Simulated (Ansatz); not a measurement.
**C5H6 (SMILES C=C=CC=C): density, localisation and related maps**

Input file:

```
basis:
  gaussian:
    orbitals: def2-TZVPD
crystal:
  periodic: [false, false, false]
  atoms:
    - {symbol: C, position_ang: [-1.043481, 2.430402, -0.920075]}
    - {symbol: C, position_ang: [-0.470868, 1.275655, -0.696899]}
    - {symbol: C, position_ang: [0.104163, 0.106930, -0.469732]}
    - {symbol: C, position_ang: [-0.577942, -1.056090, 0.084180]}
    - {symbol: C, position_ang: [0.021596, -2.239096, 0.309245]}
    - {symbol: H, position_ang: [-1.067593, 3.215419, -0.153426]}
    - {symbol: H, position_ang: [-1.519652, 2.657162, -1.882585]}
    - {symbol: H, position_ang: [1.171192, -0.004894, -0.712529]}
    - {symbol: H, position_ang: [-1.641106, -0.928128, 0.320951]}
    - {symbol: H, position_ang: [1.082012, -2.391361, 0.080825]}
    - {symbol: H, position_ang: [-0.529383, -3.085646, 0.726655]}
magnetization:
  spin_polarized: false
hamiltonian:
  xc: {name: PBE0}
output:
  forces: true
  orbitals: {seedname: orbitals}
```

Run with:

```sh
ansatz run input.yaml --threads 2 --pin off --max-ram 4350MiB --events-out events.jsonl --progress --plain --runs-dir runs
```

Geometry: r2SCAN-D4/def2-SVP.

The calculation used Ansatz 0.2.0, isolated molecule in a Gaussian basis; Kohn-Sham density functional theory, functional PBE0.

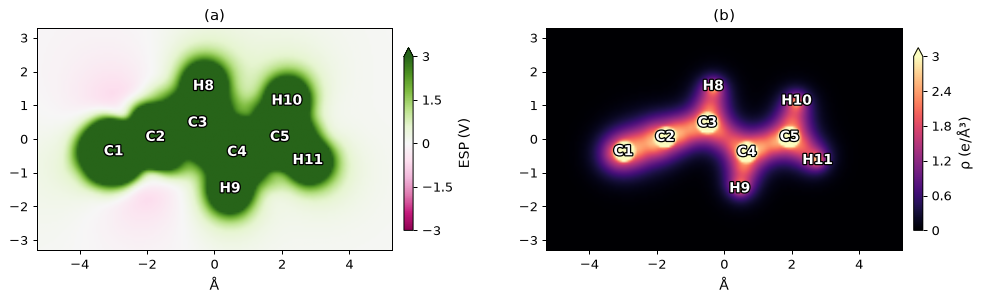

Figure 1. (a) electrostatic potential; (b) electron density on the plane of atoms C3, C4 and H9.

Question: What do the fields say about this system?

Answer: Atoms in the plane: C and H. C–C (1.31 Å): the density is about 2.4 e/Å³ at the midpoint. C–H (1.09 Å): the density is about 2 e/Å³ at the midpoint. C–C (1.46 Å): ρ is about 1.9 e/Å³ halfway. Outside the dense part of the molecule the potential is most negative (−0.6 V) near C1.

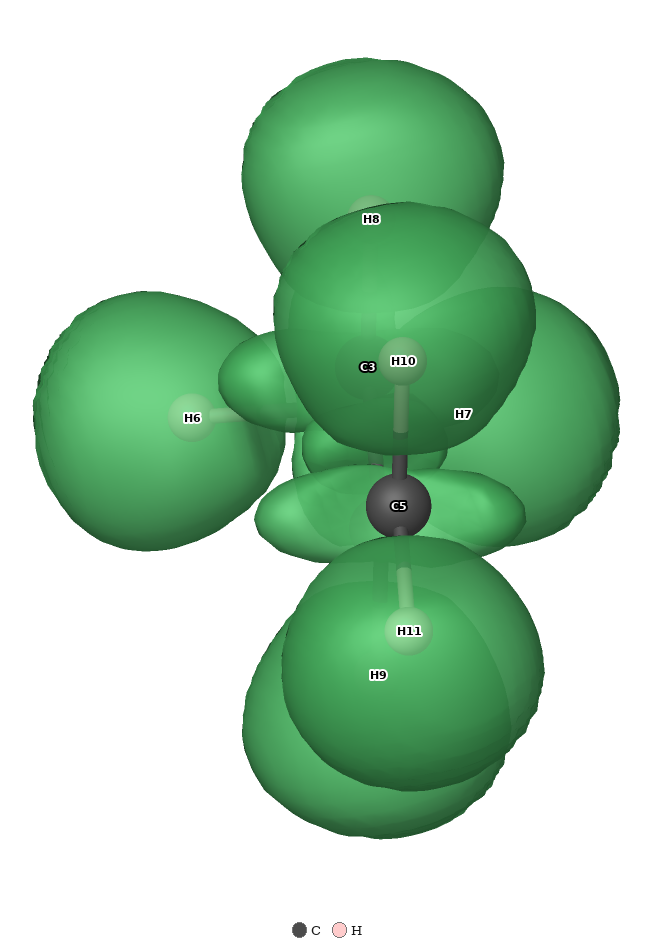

Figure 2. Isosurface of the ELF at 0.85 (green), seen at an oblique angle. Only the valence region is drawn (cores and ρ < 0.01 e/Å³ removed).

Question: Identify the bonds, lone pairs and shells in this picture.

Answer: At this value the surface marks out four regions between bonded C–C atoms (shared pairs) and six regions around hydrogen nuclei.


C–C (1.31 Å): the ELF peaks at about 0.90 between the atoms; a short, multiple covalent bond. C–H (1.09 Å): the ELF climbs to about 1 towards the hydrogen, as it does in any bond to H; a covalent bond by its length.

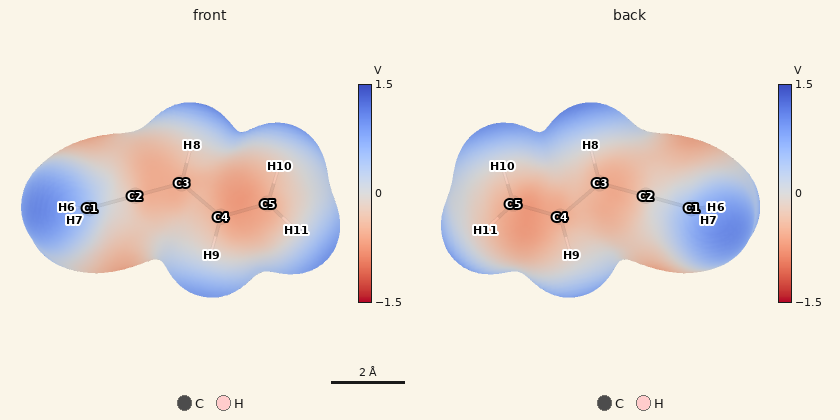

Figure 3. The molecular electrostatic potential painted on the density surface at 0.002 e/bohr³, seen from the front and from behind; the colour scale runs from red (negative) to blue (positive).

Question: Describe the electrostatic potential map.

Answer: The most negative region (about −0.7 V) lies over the π face of C4 and C5, the most positive (about +1.0 V) over H6, H7 and H8.

Question: What dipole moment does the calculation give?

Answer: Its dipole moment is 0.25 D.
